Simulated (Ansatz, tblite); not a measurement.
# InH2(SMe) (CH5InS): charged states by level of theory

Aim: the energy of removing and adding an electron for InH2(SMe) (CH5InS), by energy differences, and how well orbital energies stand in for it.

Method: as each input shows; program: Ansatz 0.2.0, Gaussian basis.

Levels to be run: charge +1 doublet, at the geometry of the singlet (PBE0-D4/def2-TZVP, PBE-D4/def2-TZVP, r2SCAN-D4/def2-TZVP); charge -1 doublet, at the geometry of the singlet (PBE0-D4/def2-TZVPD, PBE-D4/def2-TZVPD, r2SCAN-D4/def2-TZVPD); the starting singlet's energies come from earlier runs.

2 further runs of the same task are left out: 2 set aside as unsound or not needed. Runs told in other sessions of the task aren't counted.

### 1 The geometry

The singlet was relaxed beforehand with B3LYP-D4/def2-TZVP.

8 atoms, charge 0, spin multiplicity 1.

Atoms are counted from 1 here; the program's logs count them from 0.

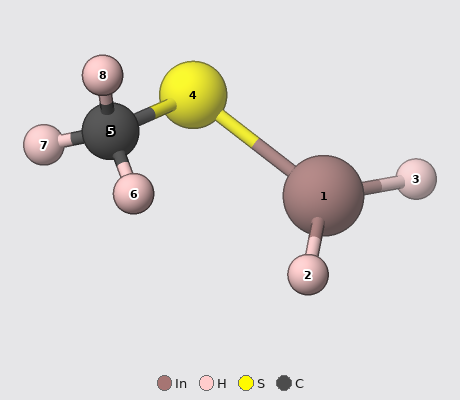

The structure; indium brown, hydrogen pink, sulfur yellow, carbon dark grey; atoms are numbered from 1 in the order of the file.

In takes a core potential in the def2 sets. No spin-orbit coupling is included.

### 2 Charge +1 doublet at the fixed geometry, first pass, PBE0-D4/def2-SVP

in.yaml reads:

```yaml
crystal:
  periodic: [false, false, false]
  atoms:
    - {symbol: In, position_ang: [0.722632, 1.447729, -0.953213]}
    - {symbol: H, position_ang: [1.929582, 0.262210, -1.280581]}
    - {symbol: H, position_ang: [0.611396, 3.086100, -1.451505]}
    - {symbol: S, position_ang: [-1.079240, 0.643579, 0.408345]}
    - {symbol: C, position_ang: [-0.608063, -1.096248, 0.761349]}
    - {symbol: H, position_ang: [0.263686, -1.405297, 0.188534]}
    - {symbol: H, position_ang: [-1.447768, -1.739084, 0.503983]}
    - {symbol: H, position_ang: [-0.392235, -1.198990, 1.823097]}
basis:
  gaussian: {orbitals: def2-SVP}
total_charge: 1
magnetization: {spin_polarized: true, initial_magnetization: 1}
hamiltonian: {xc: pbe0, dispersion: d4}
output: {orbitals: {seedname: orbitals}}
```

Run with:

```console
> ansatz run in.yaml --threads 4 --pin off --events-out ev --progress --plain --max-ram 3916MiB
```

Standard output:

```text
Functional definition: PBE0
  name "PBE0"
  cite "Adamo & Barone, J. Chem. Phys. 110, 6158 (1999) doi:10.1063/1.478522"
  cite "Perdew, Burke & Ernzerhof, Phys. Rev. Lett. 77, 3865 (1996) doi:10.1103/PhysRevLett.77.3865"
  parent pbe
  parameter a = 0.25
  parameter kappa = 0.804
  parameter beta = 0.06672455060314922
  exchange = (1 - a)*pbe_x(kappa = kappa, mu = beta*pi^2/3) + a*exact_x
  correlation = pbe_c(beta = beta)
903 factors; integrals over basis functions are off by at most 1.2e-3 eV
mean field evaluation 1: about -17097.4922 eV, gradient 4.1e1 eV
mean field evaluation 2: about -17036.8716 eV, gradient 9.2e1 eV
mean field evaluation 4: about -17105.6896 eV, gradient 2.1e1 eV
mean field evaluation 8: about -17109.4158 eV, gradient 5.5e-1 eV
mean field evaluation 16: about -17109.5087 eV, gradient 2.4e-3 eV
mean field evaluation 32: about -17109.4141 eV, gradient 1.2e0 eV
mean field -17109.50870213 eV, -628.7628475618 hartree, gradient 2.6e-5 eV, S^2 0.754096; 2 other end points of the search recorded, 0 dependent functions left out
reference -17109.50873421 eV, -628.7628487406 hartree; 24, 23 occupied and 59, 60 virtual orbitals, 903 factors
Total energy: -17109.62092052 eV, -628.7669715114 hartree
```

Run time: 3.2 s. Hardware: 4 threads of Arm Neoverse N1, shared host.

HOMO -13.35 eV, LUMO -10.94 eV (over both spins); ⟨S²⟩ 0.754 (pure: 0.75).

### 3 Charge +1 doublet at the fixed geometry, PBE0-D4/def2-TZVP

start.molden holds the orbitals of an earlier run on this state, given as this run's starting guess.

Changes to in.yaml since step 2:

```diff
@@ -12,3 +12,3 @@
 basis:
-  gaussian: {orbitals: def2-SVP}
+  gaussian: {orbitals: def2-TZVP, initial_orbitals: start.molden}
 total_charge: 1
@@ -16,2 +16,3 @@
 hamiltonian: {xc: pbe0, dispersion: d4}
+scf: {omitted_lower_state_checks: [starts]}
 output: {orbitals: {seedname: orbitals}}
```

Launched as before.

Standard output:

```text
Functional definition: PBE0
  name "PBE0"
  cite "Adamo & Barone, J. Chem. Phys. 110, 6158 (1999) doi:10.1063/1.478522"
  cite "Perdew, Burke & Ernzerhof, Phys. Rev. Lett. 77, 3865 (1996) doi:10.1103/PhysRevLett.77.3865"
  parent pbe
  parameter a = 0.25
  parameter kappa = 0.804
  parameter beta = 0.06672455060314922
  exchange = (1 - a)*pbe_x(kappa = kappa, mu = beta*pi^2/3) + a*exact_x
  correlation = pbe_c(beta = beta)
these checks for a lower state are left out or cut short: starts
1152 factors; their error is unknown
mean field evaluation 1: about -17113.2788 eV, gradient 6.9e1 eV
mean field evaluation 2: about -17114.7028 eV, gradient 1.9e0 eV
mean field evaluation 4: about -17114.7836 eV, gradient 2.2e-1 eV
mean field evaluation 8: about -17114.7837 eV, gradient 1.4e-5 eV
mean field -17114.78370807 eV, -628.9567004547 hartree, gradient 1.4e-5 eV, S^2 0.755635; 0 other end points of the search recorded, 0 dependent functions left out
reference -17114.78374056 eV, -628.9567016486 hartree; 24, 23 occupied and 124, 125 virtual orbitals, 1152 factors
Total energy: -17114.89592687 eV, -628.9608244194 hartree
Checks for a lower state left out: starts
```

It took 4.4 s on 4 threads of Arm Neoverse N1, shared host.

From the report: HOMO -13.32 eV, LUMO -10.76 eV (over both spins); ⟨S²⟩ 0.756 (pure: 0.75).

### 4 Charge +1 doublet at the fixed geometry, PBE-D4/def2-TZVP

Changes to in.yaml since step 3:

```diff
@@ -15,3 +15,3 @@
 magnetization: {spin_polarized: true, initial_magnetization: 1}
-hamiltonian: {xc: pbe0, dispersion: d4}
+hamiltonian: {xc: pbe, dispersion: d4}
 scf: {omitted_lower_state_checks: [starts]}
```

Launched as before.

Standard output:

```text
Functional definition: PBE
  name "PBE"
  cite "Perdew, Burke & Ernzerhof, Phys. Rev. Lett. 77, 3865 (1996) doi:10.1103/PhysRevLett.77.3865"
  parent pbe
  parameter kappa = 0.804
  parameter beta = 0.06672455060314922
  exchange = pbe_x(kappa = kappa, mu = beta*pi^2/3)
  correlation = pbe_c(beta = beta)
these checks for a lower state are left out or cut short: starts
1049 factors; their error is unknown
mean field evaluation 1: about -17113.5808 eV, gradient 6.6e0 eV
mean field evaluation 2: about -17113.6807 eV, gradient 1.6e-1 eV
mean field evaluation 4: about -17113.6572 eV, gradient 2.2e-3 eV
mean field evaluation 8: about -17113.6572 eV, gradient 4.0e-5 eV
mean field -17113.65717090 eV, -628.9153009771 hartree, gradient 6.6e-6 eV, S^2 0.753882; 0 other end points of the search recorded, 0 dependent functions left out
reference -17113.65721533 eV, -628.9153026100 hartree; 24, 23 occupied and 124, 125 virtual orbitals, 1049 factors
Total energy: -17113.78961113 eV, -628.9201680656 hartree
Checks for a lower state left out: starts
```

It took 3.6 s on 4 threads of Arm Neoverse N1, shared host.

Report: HOMO -12.15 eV, LUMO -11.88 eV (over both spins); ⟨S²⟩ 0.754 (pure: 0.75).

### 5 Charge +1 doublet at the fixed geometry, r2SCAN-D4/def2-TZVP

Changes to in.yaml since step 4:

```diff
@@ -15,3 +15,3 @@
 magnetization: {spin_polarized: true, initial_magnetization: 1}
-hamiltonian: {xc: pbe, dispersion: d4}
+hamiltonian: {xc: r2scan, dispersion: d4}
 scf: {omitted_lower_state_checks: [starts]}
```

The command is unchanged.

Standard output:

```text
Functional definition: r2SCAN
  name "r2SCAN"
  cite "Furness, Kaplan, Ning, Perdew & Sun, J. Phys. Chem. Lett. 11, 8208 (2020) doi:10.1021/acs.jpclett.0c02405"
  cite "Furness, Kaplan, Ning, Perdew & Sun, J. Phys. Chem. Lett. 11, 9248 (2020) doi:10.1021/acs.jpclett.0c03077"
  parent r2scan
  parameter k0 = 0.174
  parameter k1 = 0.065
  parameter a1 = 4.9479
  exchange = r2scan_x(k0 = k0, k1 = k1, a1 = a1)
  correlation = r2scan_c
these checks for a lower state are left out or cut short: starts
1049 factors; their error is unknown
mean field evaluation 1: about -17120.4304 eV, gradient 4.7e0 eV
mean field evaluation 2: about -17120.4671 eV, gradient 5.6e-2 eV
mean field evaluation 4: about -17120.4459 eV, gradient 2.6e-4 eV
mean field -17120.44592112 eV, -629.1647829461 hartree, gradient 2.1e-5 eV, S^2 0.757794; 0 other end points of the search recorded, 0 dependent functions left out
reference -17120.44593556 eV, -629.1647834768 hartree; 24, 23 occupied and 124, 125 virtual orbitals, 1049 factors
Total energy: -17120.47547797 eV, -629.1658691404 hartree
Checks for a lower state left out: starts
```

It took 7.5 s on 4 threads of Arm Neoverse N1, shared host.

From the report: HOMO -12.44 eV, LUMO -11.51 eV (over both spins); ⟨S²⟩ 0.758 (pure: 0.75).

### 6 Vertical ionisation energy

Charged state less starting state, singlet to doublet; the starting state's energies are those of its earlier runs.

| level | vertical ionisation energy (eV) | time |
| --- | --- | --- |
| PBE-D4/def2-TZVP | +8.82 | 5.4 s |
| r2SCAN-D4/def2-TZVP | +8.80 | 12 s |
| PBE0-D4/def2-TZVP | +8.81 | 6.8 s |

Times add the two runs; a level without a time comes out of a correlated run.

Beside −ε(HOMO) of the starting state:

| level | −ε(HOMO) (eV) | by difference (eV) | mismatch (eV) |
| --- | --- | --- | --- |
| PBE-D4/def2-TZVP | 5.71 | 8.82 | -3.11 |
| r2SCAN-D4/def2-TZVP | 5.92 | 8.80 | -2.88 |
| PBE0-D4/def2-TZVP | 6.80 | 8.81 | -2.01 |

### 7 Charge -1 doublet at the fixed geometry, first pass, PBE0-D4/def2-SVP

Changes to in.yaml since step 5:

```diff
@@ -12,7 +12,6 @@
 basis:
-  gaussian: {orbitals: def2-TZVP, initial_orbitals: start.molden}
-total_charge: 1
+  gaussian: {orbitals: def2-SVP}
+total_charge: -1
 magnetization: {spin_polarized: true, initial_magnetization: 1}
-hamiltonian: {xc: r2scan, dispersion: d4}
-scf: {omitted_lower_state_checks: [starts]}
+hamiltonian: {xc: pbe0, dispersion: d4}
 output: {orbitals: {seedname: orbitals}}
```

The command is unchanged.

Standard output:

```text
Functional definition: PBE0
  name "PBE0"
  cite "Adamo & Barone, J. Chem. Phys. 110, 6158 (1999) doi:10.1063/1.478522"
  cite "Perdew, Burke & Ernzerhof, Phys. Rev. Lett. 77, 3865 (1996) doi:10.1103/PhysRevLett.77.3865"
  parent pbe
  parameter a = 0.25
  parameter kappa = 0.804
  parameter beta = 0.06672455060314922
  exchange = (1 - a)*pbe_x(kappa = kappa, mu = beta*pi^2/3) + a*exact_x
  correlation = pbe_c(beta = beta)
903 factors; integrals over basis functions are off by at most 1.2e-3 eV
mean field evaluation 1: about -17116.8025 eV, gradient 1.5e1 eV
mean field evaluation 2: about -17117.0773 eV, gradient 1.4e1 eV
mean field evaluation 4: about -17118.1747 eV, gradient 7.0e-1 eV
mean field evaluation 8: about -17118.2714 eV, gradient 8.6e-2 eV
mean field evaluation 16: about -17118.2715 eV, gradient 2.3e-4 eV
mean field -17118.27149001 eV, -629.0848740766 hartree, gradient 8.5e-5 eV, S^2 0.753982; 0 other end points of the search recorded, 0 dependent functions left out
reference -17118.27152416 eV, -629.0848753317 hartree; 25, 24 occupied and 58, 59 virtual orbitals, 903 factors
Total energy: -17118.43379605 eV, -629.0908387137 hartree
```

It took 2.6 s on 4 threads of Arm Neoverse N1, shared host.

From the report: HOMO 1.74 eV, LUMO 4.03 eV (over both spins); ⟨S²⟩ 0.754 (pure: 0.75). Doubts: highest occupied level lies above zero.

### 8 Charge -1 doublet at the fixed geometry, PBE0-D4/def2-TZVPD

Changes to in.yaml since step 7:

```diff
@@ -12,3 +12,3 @@
 basis:
-  gaussian: {orbitals: def2-SVP}
+  gaussian: {orbitals: def2-TZVPD, initial_orbitals: start.molden}
 total_charge: -1
@@ -16,2 +16,3 @@
 hamiltonian: {xc: pbe0, dispersion: d4}
+scf: {omitted_lower_state_checks: [starts]}
 output: {orbitals: {seedname: orbitals}}
```

Same command.

Standard output:

```text
Functional definition: PBE0
  name "PBE0"
  cite "Adamo & Barone, J. Chem. Phys. 110, 6158 (1999) doi:10.1063/1.478522"
  cite "Perdew, Burke & Ernzerhof, Phys. Rev. Lett. 77, 3865 (1996) doi:10.1103/PhysRevLett.77.3865"
  parent pbe
  parameter a = 0.25
  parameter kappa = 0.804
  parameter beta = 0.06672455060314922
  exchange = (1 - a)*pbe_x(kappa = kappa, mu = beta*pi^2/3) + a*exact_x
  correlation = pbe_c(beta = beta)
these checks for a lower state are left out or cut short: starts
1257 factors; their error is unknown
mean field evaluation 1: about -17121.8672 eV, gradient 7.0e1 eV
mean field evaluation 2: about -17123.5735 eV, gradient 2.6e0 eV
mean field evaluation 4: about -17123.7727 eV, gradient 2.9e-1 eV
mean field evaluation 8: about -17123.7737 eV, gradient 2.4e-5 eV
mean field -17123.77369929 eV, -629.2870765382 hartree, gradient 2.4e-5 eV, S^2 0.753824; 0 other end points of the search recorded, 0 dependent functions left out
reference -17123.77374354 eV, -629.2870781642 hartree; 25, 24 occupied and 159, 160 virtual orbitals, 1257 factors
Total energy: -17123.93601543 eV, -629.2930415462 hartree
Checks for a lower state left out: starts
```

Run time: 7 s. Hardware: 4 threads of Arm Neoverse N1, shared host; peak memory 0.55 GiB.

From the report: HOMO 1.29 eV, LUMO 2.94 eV (over both spins); ⟨S²⟩ 0.754 (pure: 0.75). Doubts: highest occupied level lies above zero.

### 9 Charge -1 doublet at the fixed geometry, PBE-D4/def2-TZVPD

Changes to in.yaml since step 8:

```diff
@@ -15,3 +15,3 @@
 magnetization: {spin_polarized: true, initial_magnetization: 1}
-hamiltonian: {xc: pbe0, dispersion: d4}
+hamiltonian: {xc: pbe, dispersion: d4}
 scf: {omitted_lower_state_checks: [starts]}
```

Launched as before.

Standard output:

```text
Functional definition: PBE
  name "PBE"
  cite "Perdew, Burke & Ernzerhof, Phys. Rev. Lett. 77, 3865 (1996) doi:10.1103/PhysRevLett.77.3865"
  parent pbe
  parameter kappa = 0.804
  parameter beta = 0.06672455060314922
  exchange = pbe_x(kappa = kappa, mu = beta*pi^2/3)
  correlation = pbe_c(beta = beta)
these checks for a lower state are left out or cut short: starts
1153 factors; their error is unknown
mean field evaluation 1: about -17122.5824 eV, gradient 6.6e0 eV
mean field evaluation 2: about -17122.6742 eV, gradient 1.2e-1 eV
mean field evaluation 4: about -17122.6499 eV, gradient 8.2e-4 eV
mean field -17122.64991840 eV, -629.2457783524 hartree, gradient 2.4e-5 eV, S^2 0.752190; 0 other end points of the search recorded, 0 dependent functions left out
reference -17122.64997636 eV, -629.2457804822 hartree; 25, 24 occupied and 159, 160 virtual orbitals, 1153 factors
Total energy: -17122.84104948 eV, -629.2528022898 hartree
Checks for a lower state left out: starts
```

Wall time 6 s (4 threads of Arm Neoverse N1, shared host).

HOMO 1.88 eV, LUMO 2.53 eV (over both spins); ⟨S²⟩ 0.752 (pure: 0.75). Doubts: highest occupied level lies above zero.

### 10 Charge -1 doublet at the fixed geometry, r2SCAN-D4/def2-TZVPD

Changes to in.yaml since step 9:

```diff
@@ -15,3 +15,3 @@
 magnetization: {spin_polarized: true, initial_magnetization: 1}
-hamiltonian: {xc: pbe, dispersion: d4}
+hamiltonian: {xc: r2scan, dispersion: d4}
 scf: {omitted_lower_state_checks: [starts]}
```

Same command.

Standard output:

```text
Functional definition: r2SCAN
  name "r2SCAN"
  cite "Furness, Kaplan, Ning, Perdew & Sun, J. Phys. Chem. Lett. 11, 8208 (2020) doi:10.1021/acs.jpclett.0c02405"
  cite "Furness, Kaplan, Ning, Perdew & Sun, J. Phys. Chem. Lett. 11, 9248 (2020) doi:10.1021/acs.jpclett.0c03077"
  parent r2scan
  parameter k0 = 0.174
  parameter k1 = 0.065
  parameter a1 = 4.9479
  exchange = r2scan_x(k0 = k0, k1 = k1, a1 = a1)
  correlation = r2scan_c
these checks for a lower state are left out or cut short: starts
1153 factors; their error is unknown
mean field evaluation 1: about -17129.4848 eV, gradient 4.7e0 eV
mean field evaluation 2: about -17129.5221 eV, gradient 6.0e-2 eV
mean field evaluation 4: about -17129.4997 eV, gradient 4.0e-4 eV
mean field -17129.49965484 eV, -629.4975015234 hartree, gradient 1.1e-5 eV, S^2 0.756223; 0 other end points of the search recorded, 0 dependent functions left out
reference -17129.49969122 eV, -629.4975028603 hartree; 25, 24 occupied and 159, 160 virtual orbitals, 1153 factors
Total energy: -17129.54437008 eV, -629.4991447782 hartree
Checks for a lower state left out: starts
```

It took 11 s on 4 threads of Arm Neoverse N1, shared host.

HOMO 1.72 eV, LUMO 2.99 eV (over both spins); ⟨S²⟩ 0.756 (pure: 0.75). Doubts: highest occupied level lies above zero.

### 11 Vertical electron affinity

Starting state less charged state (positive: the electron is bound), singlet to doublet; the starting state's energies are those of its earlier runs.

| level | vertical electron affinity (eV) | time |
| --- | --- | --- |
| PBE-D4/def2-TZVPD | +0.21 | 8.8 s |
| r2SCAN-D4/def2-TZVPD | +0.25 | 17 s |
| PBE0-D4/def2-TZVPD | +0.21 | 10 s |

Times add the two runs; a level without a time comes out of a correlated run.

Beside −ε(LUMO) of the starting state:

| level | −ε(LUMO) (eV) | by difference (eV) | mismatch (eV) |
| --- | --- | --- | --- |
| PBE-D4/def2-TZVPD | 2.31 | 0.21 | +2.10 |
| r2SCAN-D4/def2-TZVPD | 2.04 | 0.25 | +1.79 |
| PBE0-D4/def2-TZVPD | 1.62 | 0.21 | +1.41 |

### 12 Results

| quantity | value |
| --- | --- |
| vertical ionisation energy, functionals in def2-TZVP | 8.80 (r2SCAN-D4) to 8.82 eV (PBE-D4) |
| vertical electron affinity, functionals in def2-TZVPD | 0.21 (PBE0-D4) to 0.25 eV (r2SCAN-D4) |

What this shows: The vertical ionisation energy spans 8.80 to 8.82 eV over the functionals. −ε(HOMO) misses the level's own difference by -2.01 eV at best (PBE0-D4) and -3.11 eV at worst (PBE-D4). The vertical electron affinity spans 0.21 to 0.25 eV over the functionals. The anion's highest level lies above zero where self-interaction lifts it, so diffuse functions weigh on these values. −ε(LUMO) misses the level's own difference by +1.41 eV at best (PBE0-D4) and +2.10 eV at worst (PBE-D4).

The anion's highest level is positive in at least one run, so there the basis alone may hold the extra electron.
